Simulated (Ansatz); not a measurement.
# C4H9AlF2: one change and its effect

System: C4H9AlF2, SMILES C[C](C)(C)[Al]([F])[F].
Method of the first run: RKS SPW92 (LDA)/def2-TZVPP (Ansatz 0.2.0).

The geometry comes from this level: PBE0-D4/def2-TZVP. Text and figures count atoms from 1; the logs count them from 0 in places.

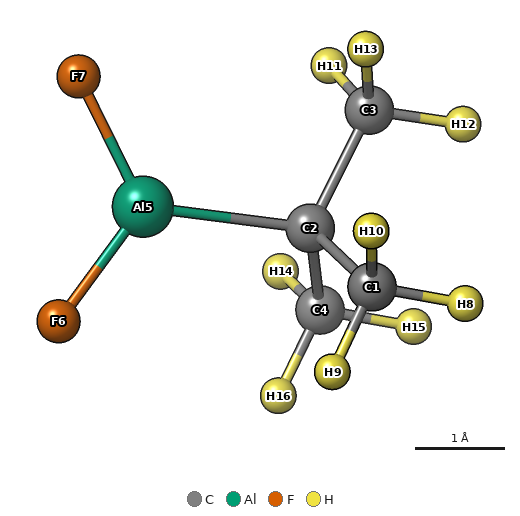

**Figure 1.** The structure as given in the input (ball-and-stick view, seen at a tilt; atoms are numbered from 1 in the order of the input). Sticks mark near contacts.

### Input file, the first run
```yaml
crystal:
  periodic: [false, false, false]
  atoms:
    - {symbol: C, position_ang: [0.358455, 0.684947, 1.314691]}
    - {symbol: C, position_ang: [0.012934, -0.017566, -0.002261]}
    - {symbol: C, position_ang: [1.069032, -1.076406, -0.311655]}
    - {symbol: C, position_ang: [-1.359221, -0.683290, 0.139713]}
    - {symbol: Al, position_ang: [-0.078425, 1.326311, -1.426322]}
    - {symbol: F, position_ang: [-1.165297, 2.560544, -1.345500]}
    - {symbol: F, position_ang: [0.901238, 1.304014, -2.748796]}
    - {symbol: H, position_ang: [0.365151, -0.046663, 2.134207]}
    - {symbol: H, position_ang: [-0.369840, 1.458014, 1.575818]}
    - {symbol: H, position_ang: [1.349446, 1.148998, 1.291904]}
    - {symbol: H, position_ang: [0.854669, -1.616647, -1.237665]}
    - {symbol: H, position_ang: [1.105025, -1.816204, 0.499389]}
    - {symbol: H, position_ang: [2.069886, -0.647085, -0.407667]}
    - {symbol: H, position_ang: [-1.647711, -1.238719, -0.758095]}
    - {symbol: H, position_ang: [-1.337808, -1.402763, 0.969611]}
    - {symbol: H, position_ang: [-2.150335, 0.039916, 0.356827]}
basis:
  gaussian: {orbitals: def2-TZVPP}
hamiltonian: {xc: lda}
output: {orbitals: {seedname: orbitals}}
```

Launched with:
```bash
ansatz run in.yaml --threads 4 --pin off --events-out ev --progress --plain --max-ram 11315MiB
```

Hardware: 4 threads of Arm Neoverse V1, 23 GiB of memory available, shared host.

### Output (the first run)
```
Functional definition: SPW92
  exchange = slater_x
  correlation = pw_c
1832 factors; their error is unknown
mean field evaluation 1: about -16204.6708 eV, gradient 1.1e2 eV
mean field evaluation 2: about -16115.1820 eV, gradient 2.2e2 eV
mean field evaluation 4: about -16229.3219 eV, gradient 2.4e1 eV
mean field evaluation 8: about -16230.4979 eV, gradient 1.0e-1 eV
mean field evaluation 16: about -16230.4720 eV, gradient 7.7e-4 eV
mean field -16230.47195241 eV, -596.4588428421 hartree, gradient 6.4e-5 eV, S^2 0.000000; 0 other end points of the search recorded, 0 dependent functions left out
reference -16230.47200305 eV, -596.4588447029 hartree; 32, 32 occupied and 322, 322 virtual orbitals, 1832 factors
Total energy: -16230.47200305 eV, -596.4588447029 hartree
```

The input of the second run differs as follows (lines with − go, lines with + come):
```diff
-hamiltonian: {xc: lda}
+hamiltonian: {xc: {name: B97M-V}}
```

What does this change do to the results?

The total energies belong to different methods, so their difference says nothing on which is more stable or more accurate. The HOMO goes from −6.68 to −6.84 eV. The LUMO goes from −1.68 to −1.31 eV. On the same kind of shared host the second run took about 3.6 times as long.

### Output (the second run)
```
Functional definition: B97M-V
  parameter cx00 = 1.000
  parameter cx01 = 1.308
  parameter cx02 = 1.901
  parameter cx10 = 0.416
  parameter cx11 = 3.070
  parameter css00 = 1.000
  parameter css02 = -1.855
  parameter css10 = -5.668
  parameter css32 = -20.497
  parameter css42 = -20.364
  parameter cos00 = 1.000
  parameter cos01 = 1.573
  parameter cos03 = -6.298
  parameter cos10 = 2.535
  parameter cos32 = -6.427
  parameter b = 6.0
  parameter c = 0.01
  gx(w, u) = cx00 + cx01*u + cx02*u^2 + (cx10 + cx11*u)*w
  gss(w, u) = css00 + css02*u^2 + css10*w + (css32*w^3 + css42*w^4)*u^2
  gos(w, u) = cos00 + cos01*u + cos03*u^3 + cos10*w + cos32*w^3*u^2
  exchange = spin_sum(e_x_unif_s*gx(b97_w, b97_u_x))
  correlation = spin_sum(e_c_pw_mod_same_spin*gss(b97_w, b97_u_same))
      + integral(e_c_pw_mod_opposite_spin*gos(b97_w_opposite, b97_u_opposite)) + vv10(b, c)
1832 factors; their error is unknown
mean field evaluation 1: about -16312.4363 eV, gradient 9.3e1 eV
mean field evaluation 2: about -16275.6332 eV, gradient 1.6e2 eV
mean field evaluation 4: about -16330.9446 eV, gradient 9.0e0 eV
mean field evaluation 8: about -16331.1311 eV, gradient 4.3e-1 eV
mean field evaluation 16: about -16331.0856 eV, gradient 3.6e-3 eV
mean field -16331.08559199 eV, -600.1563258983 hartree, gradient 2.8e-5 eV, S^2 0.000000; 0 other end points of the search recorded, 0 dependent functions left out
reference -16331.08566798 eV, -600.1563286909 hartree; 32, 32 occupied and 322, 322 virtual orbitals, 1832 factors
Total energy: -16331.08566798 eV, -600.1563286909 hartree
```

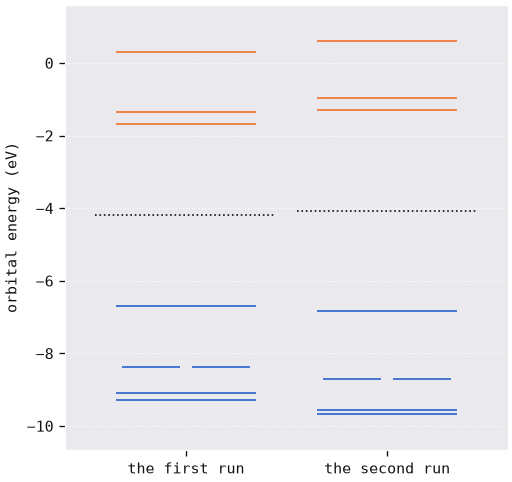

**Figure 2.** The five highest filled and three lowest empty orbital energies of the two runs; the dotted lines part filled from empty levels. The HOMO–LUMO gap is 5.00 eV in the first run and 5.54 eV in the second run.

### The two runs side by side

| quantity | the first run | the second run |
| --- | --- | --- |
| outcome | converged | converged |
| total energy (hartree) | −596.458845 | −600.156329 |
| HOMO (eV) | −6.68 | −6.84 |
| LUMO (eV) | −1.68 | −1.31 |
| basis functions | 354 | 354 |
| wall time (shared host) | 7 s | 26 s |
